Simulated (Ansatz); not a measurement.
C$_{2}$H$_{9}$NOSi: geometry relaxation (part 2 of 2)

The same run, continued: C$_{2}$H$_{9}$NOSi, SMILES CN([SiH3])CO; RKS PBE-D4/def2-SVP (Ansatz 0.2.0). The geometry: force-field start.

Geometry of the input (Å):
```
C  -1.2081  0.4906  0.4971
N  0.0592  -0.0708  0.2288
Si 0.1490  -1.7856  0.0665
C  0.8678  0.7802  -0.7187
O  1.0798  2.0112  -0.1356
H  -1.1740  1.5965  0.8033
H  -1.7491  0.0198  1.3054
H  -1.8597  0.5143  -0.4101
H  1.6226  -2.1243  0.0844
H  -0.4854  -2.1664  -1.1605
H  -0.5051  -2.3988  1.2676
H  1.7834  0.3421  -0.9660
H  0.1913  0.9610  -1.6633
H  1.2155  1.8010  0.8300
```

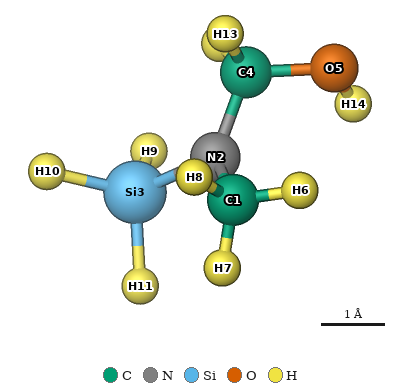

*The geometry at step 6 of the log (ball-and-stick view, seen at a tilt; atoms are numbered from 1 in the order of the input).*

### Output, continued
```
Atom 8 at     1.686491    -1.986370     0.048161 Å, force    -0.002051     0.003892     0.007085 eV/Å
Atom 9 at    -0.422780    -2.559987    -1.028454 Å, force    -0.004514     0.002097     0.002420 eV/Å
Atom 10 at    -0.383419    -2.298581     1.384007 Å, force     0.006806     0.003225     0.002570 eV/Å
Atom 11 at     1.652316     0.250888    -1.074012 Å, force     0.003013     0.001673     0.004295 eV/Å
Atom 12 at     0.261924     1.266240    -1.601673 Å, force    -0.001780     0.001442     0.004170 eV/Å
Atom 13 at     1.619798     1.639892     0.837179 Å, force     0.000096     0.012050    -0.002434 eV/Å
Dipole moment:    -0.018800    -0.116435     0.098202 e Å
```

### Trajectory as extended XYZ (Å, eV, eV/Å), 8 of the 9 frames kept, from step=1 to step=9
```
14
Properties=species:S:1:pos:R:3:forces:R:3 step=1 energy=-13616.97366
C    -1.2081    0.4906    0.4971   -1.1265   2.3519  -0.3551
N     0.0592   -0.0708    0.2288    1.9690   0.8496  -0.5624
Si    0.1490   -1.7856    0.0665    1.1337  -0.1194   1.2478
C     0.8678    0.7802   -0.7187   -4.1861   0.4508   0.2781
O     1.0798    2.0112   -0.1356    0.1903   0.9478   1.1963
H    -1.1740    1.5965    0.8033    0.3531  -0.9313  -0.2457
H    -1.7491    0.0198    1.3054   -0.3531  -0.7473   0.6392
H    -1.8597    0.5143   -0.4101   -0.2944  -0.1442  -0.0671
H     1.6226   -2.1243    0.0844   -0.1515  -0.1454  -0.1674
H    -0.4854   -2.1664   -1.1605   -0.6501  -0.8043  -1.2586
H    -0.5051   -2.3988    1.2676   -0.1306  -0.1134  -0.0410
H     1.7834    0.3421   -0.9660    2.0085  -1.6639  -0.7146
H     0.1913    0.9610   -1.6633    1.1574  -0.1866   0.8661
H     1.2155    1.8010    0.8300    0.0806   0.2557  -0.8156
14
Properties=species:S:1:pos:R:3:forces:R:3 step=2 energy=-13617.42319
C    -1.2660    0.5136    0.4841   -0.8198   0.9395   0.1041
N     0.0356   -0.0344    0.2261    0.9561   0.5660  -0.5752
Si    0.1784   -1.7685    0.0806    0.2725  -0.2904   0.2403
C     0.8339    0.8154   -0.6929   -1.2047  -0.2107   0.0710
O     1.1218    2.0592   -0.1243   -0.0293   0.1739   0.6296
H    -1.2014    1.5896    0.8041    0.1409  -0.3935  -0.1383
H    -1.7870   -0.0122    1.3008   -0.0417  -0.2361   0.1357
H    -1.9429    0.5117   -0.4114    0.0280  -0.0797   0.0385
H     1.6373   -2.1492    0.0440   -0.0654   0.0733   0.0071
H    -0.4700   -2.2942   -1.1549   -0.1624  -0.2188  -0.3255
H    -0.5015   -2.4066    1.2590    0.0005   0.0314   0.0310
H     1.7511    0.2739   -0.9555    0.4569  -0.4808  -0.1956
H     0.2416    1.0167   -1.6455    0.4436  -0.0098   0.4619
H     1.3561    1.8560    0.8148    0.0247   0.1356  -0.4846
14
Properties=species:S:1:pos:R:3:forces:R:3 step=3 energy=-13617.44463
C    -1.3632    0.5076    0.5010    0.3609   0.5861  -0.5919
N    -0.0371    0.0116    0.1255    0.5083  -0.9271   0.1710
Si    0.1661   -1.7408    0.0651    0.0127   0.2152   0.0266
C     0.8744    0.8046   -0.7058   -1.1977   0.3566   0.2123
O     1.1599    2.0466   -0.1130    0.1907   0.1172   0.0989
H    -1.2782    1.5587    0.8526   -0.0174  -0.0416   0.0084
H    -1.8010   -0.0953    1.3208    0.0977  -0.0614  -0.0054
H    -2.0816    0.5062   -0.3579   -0.0367  -0.0017   0.0809
H     1.6420   -2.0314    0.0137   -0.0184  -0.0280   0.0423
H    -0.4684   -2.3750   -1.1484   -0.0367  -0.1159  -0.0476
H    -0.4852   -2.3349    1.2837    0.0267  -0.0199   0.0127
H     1.7837    0.1851   -0.9174   -0.1162   0.0048   0.0722
H     0.3872    1.0698   -1.6814    0.2236  -0.0325   0.0225
H     1.4885    1.8578    0.7903    0.0026  -0.0518  -0.1030
14
Properties=species:S:1:pos:R:3:forces:R:3 step=4 energy=-13617.52348
C    -1.3379    0.5310    0.4633   -0.0240  -0.0912   0.0744
N    -0.0189   -0.0174    0.1538   -0.0571  -0.0519  -0.1707
Si    0.1793   -1.7668    0.0680   -0.0087   0.0521   0.0581
C     0.8116    0.8282   -0.6871    0.0435  -0.1724   0.1183
O     1.1443    2.0470   -0.0626    0.0567  -0.0383   0.1333
H    -1.2361    1.5833    0.7958    0.0333   0.0175   0.0040
H    -1.8005   -0.0481    1.2906   -0.0162   0.0655  -0.0384
H    -2.0458    0.5169   -0.4029    0.0429  -0.0027  -0.0048
H     1.6545   -2.0586    0.0494   -0.0035   0.0066  -0.0387
H    -0.4571   -2.4238   -1.1454    0.0404   0.0189   0.0730
H    -0.4512   -2.3618    1.2976   -0.0285   0.0016  -0.0213
H     1.7100    0.2146   -0.9607    0.0030   0.1354  -0.0189
H     0.3047    1.1185   -1.6378   -0.0394   0.0408  -0.0159
H     1.5304    1.8077    0.8069   -0.0424   0.0181  -0.1524
14
Properties=species:S:1:pos:R:3:forces:R:3 step=6 energy=-13617.53652
C    -1.3643    0.5380    0.4294    0.0438   0.0386   0.0280
N    -0.0667   -0.0279    0.0728   -0.1359  -0.1140  -0.0276
Si    0.1908   -1.7644    0.0955    0.1029   0.0273   0.0017
C     0.7825    0.8441   -0.7073    0.1585  -0.0546   0.0317
O     1.1875    1.9903    0.0087   -0.0434   0.1080   0.0265
H    -1.2207    1.5652    0.8249   -0.0090  -0.0103  -0.0139
H    -1.8441   -0.0674    1.2234   -0.0266  -0.0102   0.0201
H    -2.0731    0.5989   -0.4319    0.0156  -0.0022  -0.0165
H     1.6802   -1.9782    0.0611   -0.0048  -0.0251   0.0367
H    -0.3933   -2.5457   -1.0586   -0.0586   0.0071  -0.0506
H    -0.4249   -2.3203    1.3507    0.0151   0.0269   0.0215
H     1.6619    0.2444   -1.0521   -0.0508  -0.0283  -0.0488
H     0.2631    1.2345   -1.6144   -0.0076   0.0326   0.0025
H     1.6082    1.6592    0.8265    0.0008   0.0041  -0.0113
14
Properties=species:S:1:pos:R:3:forces:R:3 step=7 energy=-13617.53743
C    -1.3747    0.5408    0.4135    0.0468   0.0343   0.0117
N    -0.0895   -0.0336    0.0359   -0.0160  -0.0900  -0.0049
Si    0.2042   -1.7586    0.1040    0.0022  -0.0386   0.0075
C     0.7777    0.8446   -0.7148    0.0374  -0.0008  -0.0036
O     1.1861    1.9703    0.0318    0.0577   0.0389   0.0698
H    -1.2172    1.5366    0.8744    0.0086   0.0476   0.0012
H    -1.8873   -0.0969    1.1575   -0.0198  -0.0693   0.0598
H    -2.0643    0.6731   -0.4516   -0.0380   0.0038  -0.0819
H     1.6952   -1.9552    0.0444   -0.0083  -0.0074   0.0048
H    -0.4125   -2.5764   -1.0092   -0.0116  -0.0048  -0.0250
H    -0.3608   -2.2853    1.3939   -0.0083  -0.0097   0.0355
H     1.6488    0.2403   -1.0709   -0.0243  -0.0004  -0.0368
H     0.2674    1.2647   -1.6127   -0.0160   0.0240  -0.0259
H     1.6140    1.6064    0.8327   -0.0104   0.0725  -0.0121
14
Properties=species:S:1:pos:R:3:forces:R:3 step=8 energy=-13617.53988
C    -1.3681    0.5358    0.4189   -0.0405   0.0049   0.0099
N    -0.0763   -0.0350    0.0531    0.0175  -0.0081  -0.0158
Si    0.1972   -1.7674    0.0976    0.0103   0.0262   0.0263
C     0.7825    0.8480   -0.7071   -0.0146   0.0127  -0.0252
O     1.1878    1.9859    0.0265   -0.0071  -0.0184   0.0146
H    -1.2186    1.5563    0.8332   -0.0099  -0.0536  -0.0214
H    -1.8604   -0.0823    1.1994    0.0184   0.0409  -0.0426
H    -2.0700    0.6187   -0.4490    0.0336  -0.0029   0.0498
H     1.6861   -1.9834    0.0610   -0.0087  -0.0067  -0.0142
H    -0.4173   -2.5567   -1.0392    0.0003   0.0008   0.0041
H    -0.3886   -2.3009    1.3774   -0.0085  -0.0030  -0.0040
H     1.6530    0.2489   -1.0721    0.0020  -0.0085   0.0006
H     0.2620    1.2606   -1.6052    0.0069   0.0004   0.0224
H     1.6177    1.6423    0.8345    0.0003   0.0152  -0.0044
14
Properties=species:S:1:pos:R:3:forces:R:3 step=9 energy=-13617.54029
C    -1.3685    0.5350    0.4153   -0.0153  -0.0080   0.0024
N    -0.0766   -0.0355    0.0506    0.0271   0.0001  -0.0137
Si    0.1990   -1.7666    0.1018   -0.0143  -0.0008  -0.0094
C     0.7826    0.8497   -0.7064   -0.0065   0.0024  -0.0058
O     1.1874    1.9854    0.0315    0.0010  -0.0186   0.0078
H    -1.2200    1.5530    0.8314    0.0002  -0.0043  -0.0004
H    -1.8635   -0.0827    1.1920    0.0019   0.0070  -0.0050
H    -2.0675    0.6203   -0.4525    0.0044  -0.0021   0.0060
H     1.6865   -1.9864    0.0482   -0.0021   0.0039   0.0071
H    -0.4228   -2.5600   -1.0285   -0.0045   0.0021   0.0024
H    -0.3834   -2.2986    1.3840    0.0068   0.0032   0.0026
H     1.6523    0.2509   -1.0740    0.0030   0.0017   0.0043
H     0.2619    1.2662   -1.6017   -0.0018   0.0014   0.0042
H     1.6198    1.6399    0.8372    0.0001   0.0120  -0.0024
```

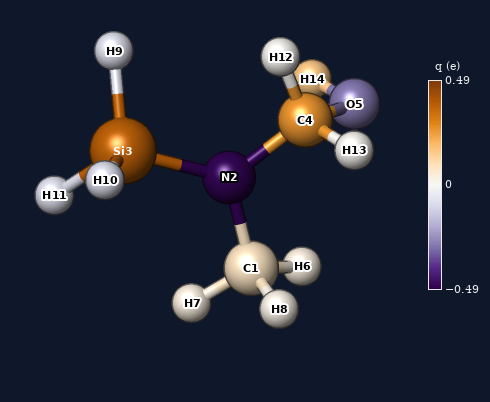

*Mulliken charges, as the colour of each atom (ball-and-stick view, seen at a tilt; atoms are numbered from 1 in the order of the input; Mulliken charges depend strongly on the basis).*

By element: C +0.08 to +0.26, N −0.47, Si +0.37, O −0.28 and H −0.08 to +0.15 e.
